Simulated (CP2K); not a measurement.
Formylcyclopropane has these distinct C atoms: C2 (bonded to C, O and H), C3 (bonded to 3 C and H) and C4 (bonded to 2 C and 2 H).

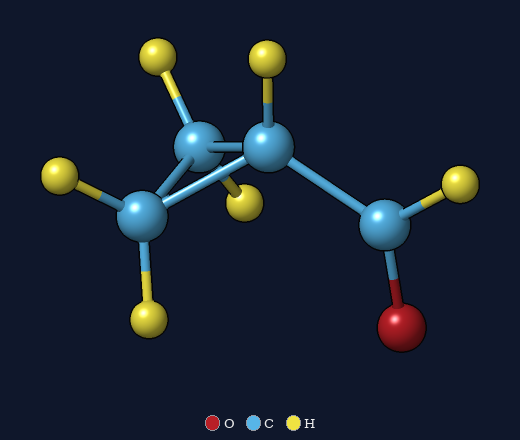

The molecule (oxygen red, carbon blue, hydrogen yellow).

```xyz
11

O     2.0094   -0.7697   -0.3823
C     1.5462    0.2254    0.1683
C     0.1018    0.5150    0.3092
C    -0.8533   -0.6747    0.4453
C    -0.8310    0.0885   -0.8315
H     2.2311    0.9899    0.6100
H    -0.1499    1.4292    0.8452
H    -1.6945   -0.5465    1.1240
H    -0.3692   -1.6498    0.4559
H    -1.6549    0.7628   -1.0585
H    -0.3357   -0.3700   -1.6857
```

Their partial C K spectra (CP2K XAS_TDP, all-electron GAPW, PBEh(45%), aug-cc-pVDZ, TDA, GW2X-corrected core level, no relativity) are given in random order, each times the number of alike atoms.

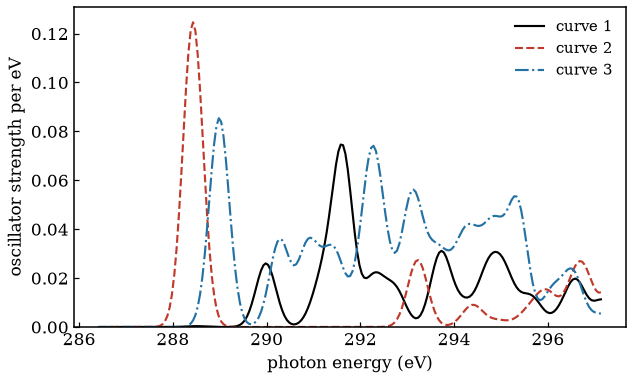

Gaussian full width 0.5 eV, oscillator strength per eV, alike atoms added, rows of zeros left out.

Which curve belongs to which atom?

Curve 1: C3 (bonded to 3 C and H), leading line at 289.98 eV (f = 0.014 an atom), ionisation energy 292.27 eV, term value 2.29 eV. Curve 2: C2 (bonded to C, O and H), leading line at 288.43 eV (f = 0.066 an atom), ionisation energy 295.30 eV, term value 6.87 eV. Curve 3: C4 (bonded to 2 C and 2 H), leading line at 288.99 eV (f = 0.023 an atom), ionisation energy 292.36 eV, term value 3.37 eV. The leading line of an atom is its first one with 35 % of the strongest within 2.5 eV of its lowest line over the strength cut. A line lies at the core ionisation energy, which rises as an atom loses charge to its neighbours or to a π system, less the term value, which is large for a low π* or σ* orbital with weight on that atom.

[Banner, clock and machine lines of the logs are left out without a mark of their own.]

[Logs are printed without paths, hosts, clocks, repeated set-up lines and the standing remarks that a program may print on its own settings, such as how far it seeks lower states.]

[Hosts, paths, dates, database ids (printed as entryN), source tags and the programs' standing remarks are cut or masked in the printed files.]
